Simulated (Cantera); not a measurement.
Charge: 1 mol CH2F2, 0.28 mol HCl, held at 0.0960 bar.

Cantera equilibrium calculation (NASA polynomials, part measured and part estimated; ideal gas, pure solids and liquids). Candidate condensed phases: C, C6H6, C7H8, C8H18; 118 gas species. The tables' values for CCl are old estimates; treat these amounts as uncertain. Kinetics and transport are ignored.

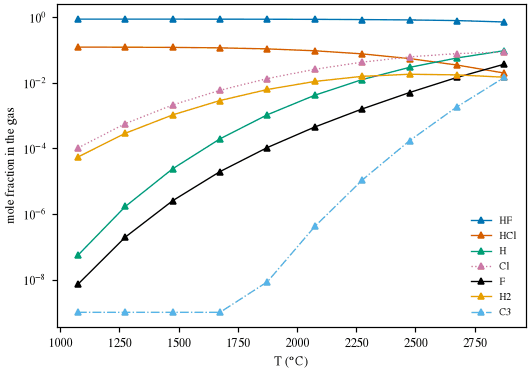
Fig. 1. Equilibrium gas composition (values under 1e-9 drawn at 1e-9)

### Question
Read off the mole fractions at 2675 °C.

### Answer
HF about 0.79, Cl about 0.078, H about 0.057, HCl about 0.035, H2 about 0.017, F about 0.015, C3 about 0.0018.
